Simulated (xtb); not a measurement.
**CH₃GaS: geometry relaxation (part 1 of 2)**

System: CH₃GaS.
Method: GFN2-xTB (xtb 6.7.1).

The geometry comes from this level: GFN2-xTB.

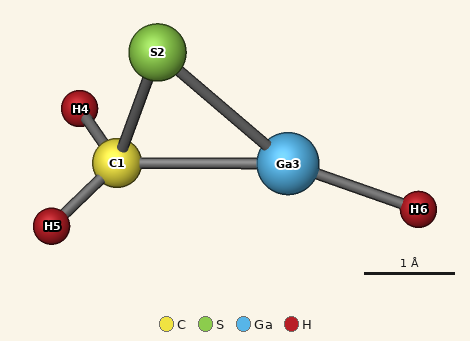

*The structure as given in the input (ball-and-stick view, seen at a tilt; atoms are numbered from 1 in the order of the input). Sticks mark near contacts.*

Bond lengths as drawn: C–Ga 1.98 Å, C–H 1.09 Å, C–S 2.01 Å, Ga–H 1.56 Å and Ga–S 2.17 Å.

## Input file (struc.xyz)
```
6
CH3GaS
C     -0.41764000     0.08065000    -0.71948000
S      0.61575000    -1.55245000    -0.17090000
Ga     0.45148000     0.23271000     1.05404000
H     -1.44960000    -0.23040000    -0.87036000
H      0.02125000     0.43883000    -1.64868000
H      0.77876000     1.03066000     2.35538000
```

Run on 1 thread of Intel Xeon (Granite Rapids), 64 GiB of memory available, shared host.

Command:
```bash
xtb struc.xyz --opt > run.log 2> xtb.err
```

## Log
```
* xtb version 6.7.1
   ID    Z sym.   atoms
    1    6 C      1
    2   16 S      2
    3   31 Ga     3
    4    1 H      4-6

           -------------------------------------------------
          |                Calculation Setup                |
           -------------------------------------------------

          program call               : xtb struc.xyz --opt
          coordinate file            : struc.xyz
          omp threads                :                     1

           -------------------------------------------------
          |                 G F N 2 - x T B                 |
           -------------------------------------------------

      * Hamiltonian:
        H0-scaling (s, p, d)           1.850000    2.230000    2.230000
        zeta-weighting                 0.500000
      * Dispersion:
        s8                             2.700000
        a1                             0.520000
        a2                             5.000000
        s9                             5.000000
      * Repulsion:
        kExp                           1.500000    1.000000
        rExp                           1.000000
      * Coulomb:
        alpha                          2.000000
        third order                    shell-resolved
        anisotropic                    true
        a3                             3.000000
        a5                             4.000000
        cn-shift                       1.200000
        cn-exp                         4.000000
        max-rad                        5.000000

          ...................................................
          :                      SETUP                      :
          :.................................................:
          :  # basis functions                  27          :
          :  # atomic orbitals                  25          :
          :  # shells                           11          :
          :  # electrons                        16          :
          :  max. iterations                   250          :
          :  Hamiltonian                  GFN2-xTB          :
          :  restarted?                      false          :
          :  GBSA solvation                  false          :
          :  PC potential                    false          :
          :  electronic temp.          300.0000000     K    :
          :  accuracy                    1.0000000          :
          :  -> integral cutoff          0.2500000E+02      :
          :  -> integral neglect         0.1000000E-07      :
          :  -> SCF convergence          0.1000000E-05 Eh   :
          :  -> wf. convergence          0.1000000E-03 e    :
          :  Broyden damping             0.4000000          :
          :  net charge                          0          :
          :  unpaired electrons                  0          :
          ...................................................

 iter      E             dE          RMSdq      gap      omega  full diag
   1     -8.0593538 -0.805935E+01  0.190E+01    2.97       0.0  T
   2     -8.0900132 -0.306594E-01  0.112E+01    2.59       1.0  T
   3     -8.0465756  0.434376E-01  0.763E+00    2.57       1.0  T
   4     -8.0991233 -0.525477E-01  0.174E+00    2.61       1.0  T
   5     -8.1052981 -0.617477E-02  0.919E-01    2.59       1.0  T
   6     -8.1055313 -0.233205E-03  0.159E-01    2.60       1.0  T
   7     -8.1055490 -0.177433E-04  0.479E-02    2.62       1.0  T
   8     -8.1055493 -0.264525E-06  0.215E-02    2.62       1.9  T
   9     -8.1055498 -0.502120E-06  0.518E-03    2.62       7.9  T
  10     -8.1055498 -0.111182E-07  0.255E-03    2.62      16.0  T
  11     -8.1055498 -0.253010E-08  0.888E-04    2.62      46.0  T
  12     -8.1055498 -0.991651E-10  0.205E-04    2.62     199.6  T

   *** convergence criteria satisfied after 12 iterations ***

         #    Occupation            Energy/Eh            Energy/eV
      -------------------------------------------------------------
         1        2.0000           -0.6990112             -19.0211
         2        2.0000           -0.5986394             -16.2898
         3        2.0000           -0.5636330             -15.3372
         4        2.0000           -0.4926475             -13.4056
         5        2.0000           -0.4658344             -12.6760
         6        2.0000           -0.4317187             -11.7477
         7        2.0000           -0.3810836             -10.3698
         8        2.0000           -0.3774181             -10.2701 (HOMO)
         9                         -0.2811035              -7.6492 (LUMO)
        10                         -0.2213081              -6.0221
        11                         -0.1999945              -5.4421
        12                         -0.1513101              -4.1174
        13                         -0.0483659              -1.3161
       ...                                ...                  ...
        25                          1.3086965              35.6114
      -------------------------------------------------------------
                  HL-Gap            0.0963145 Eh            2.6209 eV
             Fermi-level           -0.3292608 Eh           -8.9596 eV

 SCC (total)                   0 d,  0 h,  0 min,  0.003 sec
 SCC setup                      ...        0 min,  0.000 sec (  1.840%)
 Dispersion                     ...        0 min,  0.000 sec (  0.729%)
 classical contributions        ...        0 min,  0.000 sec (  0.361%)
 integral evaluation            ...        0 min,  0.000 sec ( 16.752%)
 iterations                     ...        0 min,  0.001 sec ( 52.406%)
 molecular gradient             ...        0 min,  0.001 sec ( 25.592%)
 printout                       ...        0 min,  0.000 sec (  2.142%)

         :::::::::::::::::::::::::::::::::::::::::::::::::::::
         ::                     SUMMARY                     ::
         :::::::::::::::::::::::::::::::::::::::::::::::::::::
         :: total energy              -8.052123072459 Eh    ::
         :: gradient norm              0.000383126441 Eh/a0 ::
         :: HOMO-LUMO gap              2.620851754452 eV    ::
         ::.................................................::
         :: SCC energy                -8.105549188258 Eh    ::
         :: -> isotropic ES            0.016735762578 Eh    ::
         :: -> anisotropic ES          0.000001620295 Eh    ::
         :: -> anisotropic XC          0.005286414852 Eh    ::
         :: -> dispersion             -0.003000037019 Eh    ::
         :: repulsion energy           0.053426115798 Eh    ::
         :: add. restraining           0.000000000000 Eh    ::
         :: total charge              -0.000000000000 e     ::
         :::::::::::::::::::::::::::::::::::::::::::::::::::::

      -----------------------------------------------------------
     |                   =====================                   |
     |                        A N C O P T                        |
     |                   =====================                   |
     |               Approximate Normal Coordinate               |
     |                Rational Function Optimizer                |
      -----------------------------------------------------------
      -----------------------------------------------------------
     |                   =====================                   |
     |                        A N C O P T                        |
     |                   =====================                   |
     |               Approximate Normal Coordinate               |
     |                Rational Function Optimizer                |
      -----------------------------------------------------------

          ...................................................
          :                      SETUP                      :
          :.................................................:
          :   optimization level            normal          :
          :   max. optcycles                   200          :
          :   ANC micro-cycles                  20          :
          :   degrees of freedom                12          :
          :.................................................:
          :   RF solver                   davidson          :
          :   write xtbopt.log                true          :
          :   linear?                        false          :
          :   energy convergence         0.5000000E-05 Eh   :
          :   grad. convergence          0.1000000E-02 Eh/α :
          :   maxmium RF displ.          1.0000000          :
          :   Hlow (freq-cutoff)         0.1000000E-01      :
          :   Hmax (freq-cutoff)         5.0000000          :
          :   S6 in model hess.         20.0000000          :
          ...................................................

generating ANC from exact Hessian ...
Using Lindh-Hessian (1995)
 Shifting diagonal of input Hessian by    1.0357641976548752E-002
 Lowest  eigenvalues of input Hessian
    0.010000    0.000000    0.000000    0.000000    0.000000    0.000000
    0.000000    0.019903    0.028102    0.041372    0.061191    0.102677
    0.125304    0.212751    0.365134    0.488581    0.977136    1.057329
 Highest eigenvalues
    0.125304    0.212751    0.365134    0.488581    0.977136    1.057329

........................................................................
.............................. CYCLE    1 ..............................
........................................................................

 iter      E             dE          RMSdq      gap      omega  full diag
   1     -8.1055498 -0.810555E+01  0.534E-05    2.62       0.0  T
   2     -8.1055498 -0.952127E-12  0.400E-05    2.62    1021.6  T
   3     -8.1055498 -0.260592E-11  0.215E-05    2.62    1902.8  T
     SCC iter.                  ...        0 min,  0.000 sec
     gradient                   ...        0 min,  0.001 sec
 * total energy  :    -8.0521231 Eh     change       -0.8414958E-10 Eh
   gradient norm :     0.0003830 Eh/α   predicted     0.0000000E+00 (-100.00%)
   displ. norm   :     0.0046641 α      lambda       -0.7086155E-06
   maximum displ.:     0.0022394 α      in ANC's #2, #4, #6, ...

   *** GEOMETRY OPTIMIZATION CONVERGED AFTER 1 ITERATIONS ***

------------------------------------------------------------------------
 total energy gain   :        -0.0000000 Eh       -0.0000 kcal/mol
 total RMSD          :         0.0000001 a0        0.0000 Å
 total power (kW/mol):        -0.0000002 (step)   -0.0001 (real)
------------------------------------------------------------------------

 ANCopt (total)                0 d,  0 h,  0 min,  0.002 sec
 optimizer setup                ...        0 min,  0.000 sec (  2.142%)
 model hessian                  ...        0 min,  0.000 sec (  4.458%)
 ANC generation                 ...        0 min,  0.000 sec (  2.314%)
 coordinate transformation      ...        0 min,  0.000 sec (  0.402%)
 single point calculation       ...        0 min,  0.001 sec ( 83.471%)
 optimization log               ...        0 min,  0.000 sec (  1.587%)
 hessian update                 ...        0 min,  0.000 sec (  0.026%)
 rational function              ...        0 min,  0.000 sec (  3.232%)

================
 final structure:
================
```
